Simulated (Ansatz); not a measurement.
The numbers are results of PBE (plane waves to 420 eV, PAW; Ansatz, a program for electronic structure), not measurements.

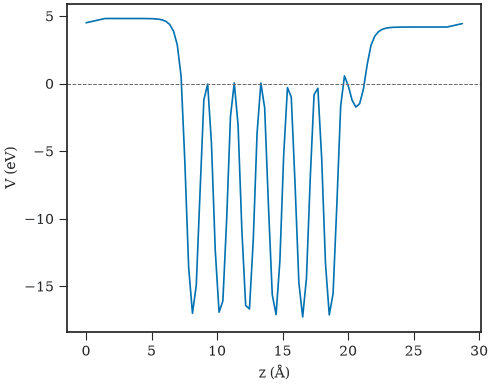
*Plane-averaged electrostatic potential energy along the normal, in eV from the Fermi level, for a constructed model of the (111) surface of fcc Cu, (√3x√3)R30° layer of Ga, one a cell, on the site that continues the host's stacking (bottom of the slab: a bare face, its two planes held)*

Slab: 19 atoms, 12.7 Å thick at the start with caps and adatoms (thin: gaps and levels are the slab's own); k 10x10x1, smearing 0.1 eV, dipole-corrected; 6 atoms held, the rest relaxed; start symmetry kept, larger cells not searched; no spin, no spin-orbit, no U. It is one candidate, not shown to be the stable structure of the face.

The vacuum level lies 4.19 eV above the Fermi level over the top face and 4.82 eV above it under the bottom face.
